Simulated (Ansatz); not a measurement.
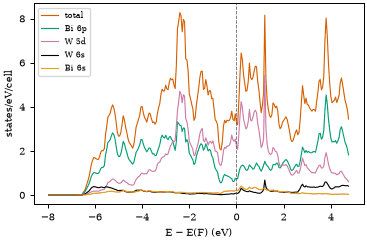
Fig. 1. Total and projected density of states of Bi₂W in space group C2/m (No. 12; W on 4i, Bi on 4i, Bi on 4i), PBEsol (plane waves, PAW; program Ansatz)

Problem. Which orbitals carry the states next to the Fermi level?

Solution. Within 0.5 eV of the Fermi level: W 5d 66 %, Bi 6p 23 %, Bi 6s 6 %. Projections are on Löwdin-orthogonalised atomic valence shells; empty p or d shells of many metals are not among them.

Problem. Where is the tallest occupied peak in this window, and what makes it?

Solution. Near -2.4 eV, about 8.3 states/eV per cell; the largest projected share is W 5d.

The start of the workflow was typed in or built on a structure type; neither database checked (COD, Materials Project) lists it. Its standing as an ambient phase is unchecked. The cell was relaxed with PBEsol under the symmetry of its start; whether a distortion lowers the energy is not shown. The run is not spin-polarised. The volume moved by -21 % from the start of the relaxation. Its formation energy is positive at this level, so the cell may be metastable or incomplete. Spin–orbit coupling is left out wherever it is not named.

Potentials: the earlier of the program's two PAW sets. The files were generated under PBE; for other functionals the program regenerates the frozen cores, and for LDA and PBEsol the local potential too.
